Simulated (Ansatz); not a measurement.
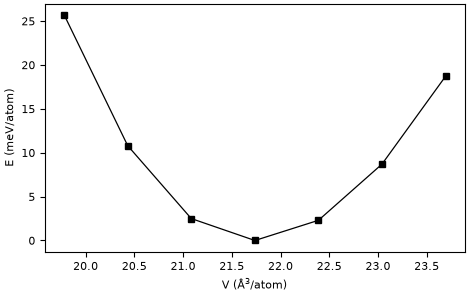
Figure. VCu3Se4 in space group P-43m (No. 215; V on 1a, Cu on 3d, Se on 4e) under volume change, r²SCAN (plane waves, PAW; program Ansatz), shape and atoms relaxed at each volume.

What does a third-order Birch–Murnaghan fit give for V₀, B₀ and B′?

V₀ = 21.74 Å³/atom, B₀ = 39.7 GPa, B′ = 4.4.

The first step of the workflow began from a Materials Project structure, measured or hypothetical; the Crystallography Open Database copy checked does not list it. Whether it is the stable phase at ambient conditions was not checked. Symmetry was held in the r²SCAN relaxation; its stability against distortions is not shown here. The run is not spin-polarised.

Potentials: the later of the program's two PAW sets.
